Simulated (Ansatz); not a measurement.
# Bands, cutoff and cost in G0W0 for LiMgOF (P4/mmm)

How do accuracy and time trade against each other in G0W0 on LiMgOF (P4/mmm)?

Calculated with Ansatz 0.2.0; G0W0 on LDA, plane waves, PAW; PAW set soft_1.

The structure was built from a prototype and need not be the compound's stable phase.

## (1) Starting point

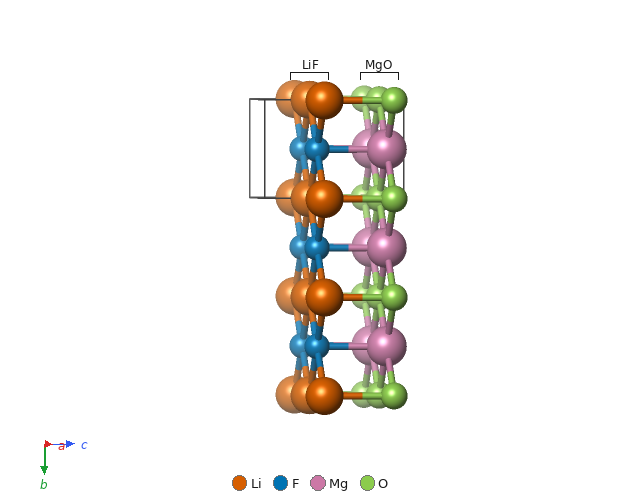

The starting structure, seen from the side, with the c axis across the page (lithium orange, fluorine blue, magnesium pink, oxygen green). 2×3×1 cells are drawn. Some periodic images of atoms are drawn too.

The structure was relaxed with LDA. The runs that relaxed it are not among those shown.

## (2) 22 empty bands, screening to 44 eV

Now the one-shot GW correction: screening in the RPA, then the self-energy of the levels asked for. This step takes PAW set soft_1 files.

File input.yaml:

```yaml
crystal:
  lattice:
    - [2.8687242851, 0.0, 0.0]
    - [0.0, 2.8687242851, 0.0]
    - [0.0, 0.0, 4.0974708901]
  atoms:
    - { symbol: Li, position: [0.0, 0.0, 0.2500008143] }
    - { symbol: F, position: [0.5, 0.5, 0.2500000018] }
    - { symbol: Mg, position: [0.5, 0.5, 0.7499998729] }
    - { symbol: O, position: [0.0, 0.0, 0.7499993111] }
kpoints:
  mp_grid: { grid: [6, 6, 4] }
hamiltonian:
  xc: lda
  pseudopotentials: { kind: paw, azcp: { folder: soft_1 }, xc_functional: pbe }
scf:
  occupations: { method: fixed }
gw:
  n_empty_bands: 22
  ecut_chi: 44
  qp_bands: [v2, c2]
  qp_kpoints: band_edges
  screening: { model: contour_deformation }
```

Command:

```sh
ansatz run input.yaml --threads 4 --pin off --max-ram 17510MiB --backend cpu --events-out ev --progress --plain --runs-dir out
```

Numbers of over 12 decimals in the logs are rounded to 6 here.

What it wrote:

```text
Warning: the atoms were moved onto the symmetric positions of the space group found under crystal.symmetry.tolerance 1.0e-5 (fractional; no operation is sought that the atoms, as they stand in a round, miss by more than twice it, and no atom is moved by as much as it), and the run uses the moved positions. Before a round's move an operation carried an atom to 6.67e-6 Å from where it should land, the largest such dist [...]
Engine: ansatz 0.2.0, aarch64-unknown-linux-gnu
Pseudopotentials: kind: paw
Pseudopotential: Li, paw, valence charge 3, recommended cutoff 420 eV (normal), soft_1/Li.paw.azcp
Pseudopotential: F, paw, valence charge 7, recommended cutoff 420 eV (normal), soft_1/F.paw.azcp
Pseudopotential: Mg, paw, valence charge 10, recommended cutoff 420 eV (normal), soft_1/Mg.paw.azcp
Pseudopotential: O, paw, valence charge 6, recommended cutoff 420 eV (normal), soft_1/O.paw.azcp
Functional definition: SPW92
  exchange = slater_x
  correlation = pw_c
Crystal: 4 atoms, lattice volume = 33.720 Å³
Basis set: ecut = 420 eV, 673 PW (Γ)
Bands: 17, of which v1, the nominal top of the filled ones, is band 13 counted from 1 (12 counted from 0)
Symmetry: 16 space group operations
Space group: P4/mmm (ITA 123), of the structure as read, at distance tolerance 3.2e-5 Å
k-points: 30 of 144
Non-local potential: Li, projectors of the file, l = 0: 3, l = 1: 2, l = 2: 1
Non-local potential: F, projectors of the file, l = 0: 2, l = 1: 2, l = 2: 1
Non-local potential: Mg, projectors of the file, l = 0: 3, l = 1: 2, l = 2: 1
Non-local potential: O, projectors of the file, l = 0: 2, l = 1: 2, l = 2: 1
PAW form: soft (Blöchl's): semilocal exchange-correlation on the pseudo side does not see the compensation charge
PAW frozen core: F, regenerated for the run's functional, and the local potential with it (the file was generated under x = pbe(κ = 0.804, μ = 0.219515), c = pbe(β = 0.066725))
PAW frozen core: Mg, regenerated for the run's functional, and the local potential with it (the file was generated under x = pbe(κ = 0.804, μ = 0.219515), c = pbe(β = 0.066725))
PAW frozen core: O, regenerated for the run's functional, and the local potential with it (the file was generated under x = pbe(κ = 0.804, μ = 0.219515), c = pbe(β = 0.066725))
PAW one-centre angular grid: Li, 110 points (default); XC on 64 Gauss nodes
PAW one-centre angular grid: F, 110 points (default); XC on 64 Gauss nodes
PAW one-centre angular grid: Mg, 110 points (default); XC on 64 Gauss nodes
PAW one-centre angular grid: O, 110 points (default); XC on 64 Gauss nodes
Initial density: superposition of atomic densities (chi_scale 0.1, normalization cell, long waves kept (reshape's long-wave potential 0.07 eV rms))
Initial wavefunctions: pseudopotential atomic-orbital guess
Functional: x = slater, c = lda
SCF iter   1: F=—  HF=-3462.190562 eV  |F-HF|=—  |Δ(HF+E_count)|=         —  Δρ=2.02e-1  dr2=1.27e1  ethr=3.10e-3  ⟨swp⟩=4.8  Hψ=2506  notcnv=0  defer=47
preconditioner: auto → none  [insulator: Δε(μ)=3.677 eV  Ē_g=17.058 eV  n_scr=6 (ndim 8)  ℏωp=25.6 eV  f_vac=0.000  ε∞_Penn≈3.2]
SCF iter   2: F=—  HF=-3460.023670 eV  |F-HF|=—  |Δ(HF+E_count)|=    2.17e0  Δρ=1.67e-1  dr2=5.41e0  ethr=3.10e-3  ⟨swp⟩=3.9  Hψ=1523  notcnv=0  defer=50
SCF iter   3: F=—  HF=-3458.548765 eV  |F-HF|=—  |Δ(HF+E_count)|=    1.47e0  Δρ=3.16e-2  dr2=2.29e-1  ethr=3.10e-3  ⟨swp⟩=2.6  Hψ=1141  notcnv=0  defer=32
SCF iter   4: F=—  HF=-3458.549298 eV  |F-HF|=—  |Δ(HF+E_count)|=   5.33e-4  Δρ=2.16e-2  dr2=9.93e-2  ethr=8.81e-4  ⟨swp⟩=2.0  Hψ=1063  notcnv=0  defer=47
SCF iter   5: F=—  HF=-3458.522562 eV  |F-HF|=—  |Δ(HF+E_count)|=   2.67e-2  Δρ=3.86e-3  dr2=2.84e-3  ethr=3.82e-4  ⟨swp⟩=2.1  Hψ=901  notcnv=0  defer=57
SCF iter   6: F=—  HF=-3458.522936 eV  |F-HF|=—  |Δ(HF+E_count)|=   3.74e-4  Δρ=1.63e-3  dr2=6.73e-4  ethr=1.09e-5  ⟨swp⟩=2.2  Hψ=968  notcnv=0  defer=59
SCF iter   7: F=—  HF=-3458.522764 eV  |F-HF|=—  |Δ(HF+E_count)|=   1.72e-4  Δρ=3.58e-4  dr2=3.88e-5  ethr=2.59e-6  ⟨swp⟩=2.0  Hψ=743  notcnv=0  defer=56
SCF iter   8: F=—  HF=-3458.522756 eV  |F-HF|=—  |Δ(HF+E_count)|=   7.68e-6  Δρ=6.25e-5  dr2=1.23e-6  ethr=1.49e-7  ⟨swp⟩=2.0  Hψ=644  notcnv=0
SCF iter   9: F=-3458.522756 eV  HF=-3458.522756 eV  |F-HF|=3.51e-8  |Δ(HF+E_count)|=   3.13e-7  Δρ=1.17e-5  dr2=4.35e-8  ethr=3.85e-10  ⟨swp⟩=4.1  Hψ=2128  notcnv=0
SCF 1 converged in 9 iterations: F = -3458.522756 eV  dr2 = 4.35e-8
  greatest PAW one-centre occupation: 1.001 electrons in one spin orbital (limit 2), on the Mg atom at site 2 (counted from 0), in its partial waves of l = 1
NSCF: frozen V_eff on 30 k-points
G₀W₀ screening: q 1/30
[... further progress lines ...]
SCF converged after 9 iterations
Free energy (F): -3458.522756 eV
Harris-Foulkes:  -3458.522756 eV  (|F-HF|=3.51e-8)
Internal energy: -3458.522756 eV  (E = F + TS)
E sigma→0 (E₀):  -3458.522756 eV
Fermi energy:    5.927289 eV
--- Per-component energies (eV) ---
  E_band       = -416.192613
  E_kinetic    = 458.573043
  E_local      = -2428.761684  (includes V_loc(G=0)·N_el)
  E_nonlocal   = 319.886723
  E_hartree    = 825.481054
  E_xc         = -184.820272
  E_vxc        = -238.974507  (∫ρ·V_xc dr)
  E_paw        = -644.889224  (= ΣΔE_a)
  E_vpaw       = -177.875038  (= ΣTr[D̂ρ^β])
  E_aug_tail   = 0.001791  (compensation charges beyond the density's cutoff)
  E_ewald      = -1804.354839
  E_core_change = 0.360653  (= ΣΔE_core)
  E_smearing   = -0.000000  (= −TS)
  E_closure    = -0.000000  (closes the sum)
  Σ components = -3458.522756   (vs F -3458.522756, Δ=0.00e0)
--- Band table (eV; the first three rows and the last of 30) ---
  k-point 0: bands = [... 9 lower, 2.0175, 5.0676, 5.9273, 5.9273, 11.5869, 16.7904, 18.5214, 18.7830]
  k-point 1: bands = [... 9 lower, 2.0428, 4.6459, 5.8752, 5.8752, 12.4852, 16.9441, 17.2250, 19.8914]
  k-point 2: bands = [... 9 lower, 2.0688, 4.2320, 5.8230, 5.8230, 14.0109, 15.2610, 17.9256, 20.6182]
  k-point 29: bands = [... 9 lower, 1.1107, 3.3459, 3.3459, 5.5751, 16.5025, 16.5025, 18.3264, 19.6558]
--- G₀W₀: contour deformation, 5 samples at zero and on the imaginary axis and 2 off it, 144 q-points, 22 empty bands' worth ---
  eigenvalues of the whole cell's RPA ε∞ on this k-mesh (on a slab, of 1 + 4πα/V) = 2.5136, 2.6037, 2.6037; static W/v taken at q = 0 is 0.388784
  bands read: the sum over 35 bands ends inside a degenerate multiplet in 4 slots, whose members it reads at an even weight; the widest, k=0: bands 35 to 36 (counted from 1) at 1/2 each
  gw.qp_kpoints: band_edges: 16 of 30 stored k-points solved, in 1 pass; an edge of the gap read off the rows below is read off those points alone
    valence top: of the k-points left out ik 28 came nearest to being solved in a further pass, in band 13 (counted from 1, as in the quasiparticle table): it holds the edge there only if its correction is more favourable than any solved in that band by at least 0.484 eV; those differ by 0.197 eV
    conduction bottom: of the k-points left out ik 12 came nearest to being solved in a further pass, in band 14 (counted from 1, as in the quasiparticle table): it holds the edge there only if its correction is more favourable than any solved in that band by at least 1.577 eV; those differ by 0.622 eV
    ik  band        ε_KS         Σx   Σc(E_QP)       V_xc       Z   E_QP_lin       E_QP  E_QP is
     0    12      5.9273   -26.5241     4.4876   -20.9475  0.8116     4.8277     4.8383  root
     0    13      5.9273   -26.5241     4.4876   -20.9475  0.8116     4.8277     4.8383  root
     0    14     11.5869    -9.4288    -3.4992   -14.8046  0.8658    13.4850    13.4635  root
     0    15     16.7904    -3.7730    -3.6512    -9.5841  0.8692    18.9837    18.9503  root
     1    12      5.8752   -26.3564     4.4873   -20.7748  0.8111     4.7701     4.7809  root
     1    13      5.8752   -26.3564     4.4873   -20.7748  0.8111     4.7701     4.7809  root
     1    14     12.4852   -10.2097    -3.4629   -15.6954  0.8607    14.5346    14.5080  root
     1    15     16.9441    -9.9050    -4.0242   -16.5316  0.8399    19.6185    19.5464  root
     2    12      5.8230   -26.1844     4.4862   -20.5983  0.8106     4.7120     4.7230  root
     2    13      5.8230   -26.1844     4.4862   -20.5983  0.8106     4.7120     4.7230  root
     2    14     14.0109   -11.0049    -3.6225   -16.9053  0.8545    16.3269    16.2887  root
     2    15     15.2610   -10.1878    -3.7219   -16.3371  0.8439    17.7418    17.6884  root
     3    12      4.9570   -26.0182     4.5765   -20.0870  0.8093     3.5842     3.6024  root
     3    13      5.9060   -26.4140     4.4987   -20.8311  0.8112     4.8112     4.8218  root
     3    14     12.4265    -9.9684    -3.4355   -15.4096  0.8608    14.4582    14.4322  root
     3    15     17.0816    -5.0975    -3.7420   -11.1301  0.8621    19.4141    19.3722  root
     4    12      5.1921   -26.2866     4.5579   -20.4632  0.8095     3.9111     3.9266  root
     4    13      5.8700   -26.2896     4.4983   -20.7041  0.8108     4.7721     4.7828  root
     4    14     13.0232    -9.8949    -3.4972   -15.4912  0.8589    15.1521    15.1223  root
     4    15     16.5805    -8.1258    -3.8842   -14.4835  0.8500    19.1105    19.0540  root
     5    12      5.0595   -25.7643     4.5380   -19.9981  0.8076     3.8164     3.8313  root
     5    13      5.8337   -26.1625     4.4975   -20.5750  0.8104     4.7329     4.7438  root
     5    14     14.4153   -10.3003    -3.6714   -16.2764  0.8541    16.7605    16.7201  root
     5    15     14.8927    -9.0543    -3.6714   -15.0847  0.8509    17.2978    17.2516  root
[...]
26    12      3.8841   -24.6196     4.6397   -18.5928  0.7992     2.4747     2.4970  root
    26    13      5.5611   -25.4884     4.4796   -19.7727  0.8093     4.3105     4.3251  root
    26    14     15.5073    -7.7423    -3.6731   -13.7810  0.8591    17.9169    17.8729  root
    26    15     16.9815    -7.8913    -3.8297   -14.2658  0.8518    19.5853    19.5263  root
    29    12      3.3459   -24.3841     4.7165   -18.2084  0.7951     1.8602     1.8868  root
    29    13      5.5751   -25.2604     4.4647   -19.5684  0.8088     4.3333     4.3478  root
    29    14     16.5025    -8.0442    -3.7331   -14.2757  0.8546    19.0539    19.0009  root
    29    15     16.5025    -8.0442    -3.7331   -14.2757  0.8546    19.0539    19.0009  root
```

It took 8.4 s on 4 threads of Arm Neoverse V2, shared host; peak memory 0.28 GiB; 27 s of CPU time.

This step gave:

* bands summed: 35
* RPA ε∞ on this mesh (eigenvalues): 2.514, 2.604, 2.604
* plane waves in the screening matrix: 21
* q-points in the mesh: 144
* G0W0 gap on the mesh: 8.625 eV
* k of the valence top: 0, 0, 0
* k of the conduction bottom: 0, 0, 0
* starting gap on the mesh: 5.660 eV
* Z at the valence top: 0.8116
* Z at the conduction bottom: 0.8658
* least direct G0W0 gap on the computed points: 8.625 eV

The gap on the mesh goes from 5.66 eV to 8.63 eV, a correction of +2.97 eV. Between the two edge states, bare exchange in place of the xc potential would open the gap by 10.95 eV, and correlation takes back 7.99 eV.

## (3) 88 empty bands, screening to 110 eV

Bands and screening cutoff are moved together, since each hides the error of the other.

Edit input.yaml of step 2 so:

```diff
@@ -18,4 +18,4 @@
 gw:
-  n_empty_bands: 22
-  ecut_chi: 44
+  n_empty_bands: 88
+  ecut_chi: 110.0
   qp_bands: [v2, c2]
```

What it wrote:

```text
[...]
Crystal: 4 atoms, lattice volume = 33.720 Å³
Basis set: ecut = 420 eV, 673 PW (Γ)
Bands: 17, of which v1, the nominal top of the filled ones, is band 13 counted from 1 (12 counted from 0)
Symmetry: 16 space group operations
[...]
k-points: 30 of 144
[...]
SCF iter   1: F=—  HF=-3462.190562 eV  |F-HF|=—  |Δ(HF+E_count)|=         —  Δρ=2.02e-1  dr2=1.27e1  ethr=3.10e-3  ⟨swp⟩=4.8  Hψ=2506  notcnv=0  defer=47
[...]
SCF iter   9: F=-3458.522756 eV  HF=-3458.522756 eV  |F-HF|=3.51e-8  |Δ(HF+E_count)|=   3.13e-7  Δρ=1.17e-5  dr2=4.35e-8  ethr=3.85e-10  ⟨swp⟩=4.1  Hψ=2128  notcnv=0
SCF 1 converged in 9 iterations: F = -3458.522756 eV  dr2 = 4.35e-8
[...]
NSCF: frozen V_eff on 30 k-points
G₀W₀ screening: q 1/30
[... further progress lines ...]
SCF converged after 9 iterations
Free energy (F): -3458.522756 eV
[...]
Internal energy: -3458.522756 eV  (E = F + TS)
E sigma→0 (E₀):  -3458.522756 eV
Fermi energy:    5.927289 eV
[...]
--- Band table (eV; the first three rows and the last of 30) ---
  k-point 0: bands = [... 9 lower, 2.0175, 5.0676, 5.9273, 5.9273, 11.5869, 16.7904, 18.5214, 18.7830]
  k-point 1: bands = [... 9 lower, 2.0428, 4.6459, 5.8752, 5.8752, 12.4852, 16.9441, 17.2250, 19.8914]
  k-point 2: bands = [... 9 lower, 2.0688, 4.2320, 5.8230, 5.8230, 14.0109, 15.2610, 17.9256, 20.6182]
  k-point 29: bands = [... 9 lower, 1.1107, 3.3459, 3.3459, 5.5751, 16.5025, 16.5025, 18.3264, 19.6558]
[...]
0    12      5.9273   -26.5241     4.2399   -20.9475  0.8016     4.5754     4.5906  root
     0    13      5.9273   -26.5241     4.2399   -20.9475  0.8016     4.5754     4.5906  root
     0    14     11.5869    -9.4288    -3.7307   -14.8046  0.8606    13.2468    13.2320  root
     0    15     16.7904    -3.7730    -4.1558    -9.5841  0.8667    18.4640    18.4458  root
     1    12      5.8752   -26.3564     4.2326   -20.7748  0.8014     4.5104     4.5262  root
     1    13      5.8752   -26.3564     4.2326   -20.7748  0.8014     4.5104     4.5262  root
     1    14     12.4852   -10.2097    -3.7045   -15.6954  0.8544    14.2850    14.2664  root
     1    15     16.9441    -9.9050    -4.3937   -16.5316  0.8329    19.2244    19.1769  root
[...]
29    12      3.3459   -24.3841     4.4898   -18.2084  0.7905     1.6257     1.6600  root
    29    13      5.5751   -25.2604     4.2053   -19.5684  0.8000     4.0680     4.0884  root
    29    14     16.5025    -8.0442    -4.0401   -14.2757  0.8474    18.7318    18.6938  root
    29    15     16.5025    -8.0442    -4.0401   -14.2757  0.8474    18.7318    18.6938  root
```

It took 23 s on 4 threads; peak memory 0.37 GiB.

Numbers from this step:

```
bands summed                                 : 101
RPA ε∞ on this mesh (eigenvalues)            : 2.511, 2.601, 2.601
plane waves in the screening matrix          : 99
q-points in the mesh                         : 144
G0W0 gap on the mesh                         : 8.641 eV
k of the valence top                         : 0, 0, 0
k of the conduction bottom                   : 0, 0, 0
starting gap on the mesh                     : 5.660 eV
Z at the valence top                         : 0.8016
Z at the conduction bottom                   : 0.8606
least direct G0W0 gap on the computed points : 8.641 eV
```

Against the run with 6×6×4 mesh, 22 empty bands, screening to 44 eV, PAW set soft_1 files, the gap moves by +0.016 eV.

## (4) Side by side

Times are wall times on 4 threads of Arm Neoverse V2, shared host, good to a factor of about two.

```
 mesh           files            frequency  bands summed  cutoff (eV)  start (eV)  G0W0 (eV)   time  host memory (GiB)
6×6×4  PAW set soft_1  contour deformation            35           44       5.660      8.625  8.4 s               0.28
6×6×4  PAW set soft_1  contour deformation           101          110       5.660      8.641   23 s               0.37
```

How the two edges are built up, in eV (the quasiparticle level is the starting level plus Σx plus Σc less Vxc):

```
      run               edge  start      Σx     Σc     Vxc     Z     QP
 35 bands        valence top   5.93  -26.52   4.49  -20.95  0.81   4.84
 35 bands  conduction bottom  11.59   -9.43  -3.50  -14.80  0.87  13.46
101 bands        valence top   5.93  -26.52   4.24  -20.95  0.80   4.59
101 bands  conduction bottom  11.59   -9.43  -3.73  -14.80  0.86  13.23
```

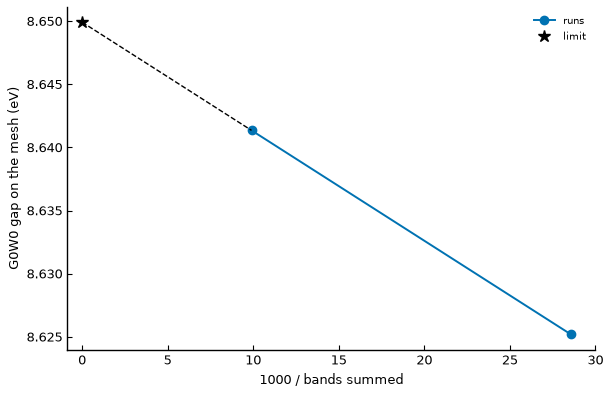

The gap against one over the number of bands; the dashed line carries the two highest rungs to the limit.

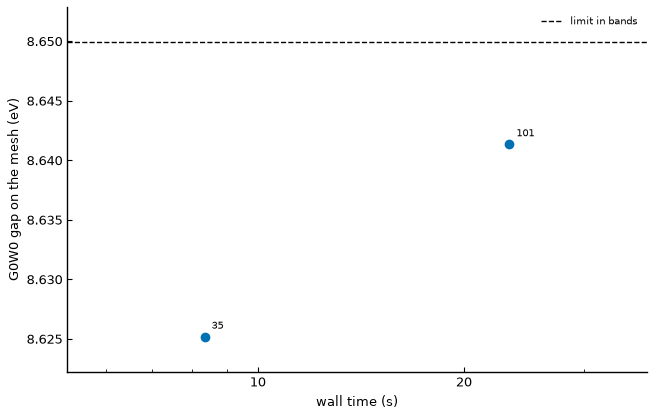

Result against wall time.

## (5) Outcome

| Quantity | Value |
| --- | --- |
| 35 bands, 44 eV | 8.625 eV |
| 101 bands, 110 eV | 8.641 eV |
| estimated limit in bands and cutoff | 8.65 eV |
| mesh and start | 6×6×4, LDA |

A line in one over the bands through the two rungs gives 8.65 eV, +0.01 eV from the top rung; with two points alone it is an unchecked estimate. The rungs stand 0.02 eV (35 bands) and 0.01 eV (101 bands) from it. From 35 to 101 bands the gap moves by +0.02 eV while the time grows 2.8-fold. Σc changes by −0.25 eV at the valence top and −0.23 eV at the conduction bottom, so the levels themselves move more than the gap between them. The 6×6×4 mesh is coarse for this cell (its supercell is 16 Å along the shortest edge). The RPA ε∞ on it, from the LDA start, is 2.51 and 2.60; such meshes misread the long-range screening, most where the gap is narrow.

[Paths, hosts, dates, memory and timing lines, banners, echoed tables and standing remarks are left out of the program output.]

[Logs are printed without paths, hosts, clocks, repeated set-up lines and the standing remarks that a program may print on its own settings, such as how far it seeks lower states.]

[Runs of the session that timed out or met a known fault of the program may be left out.]

[Cells called generated may have been cut or substituted from an entry of the Crystallography Open Database or the Materials Project.]

[Hosts, paths, dates, database ids (printed as entryN), source tags and the programs' standing remarks are cut or masked in the printed files.]
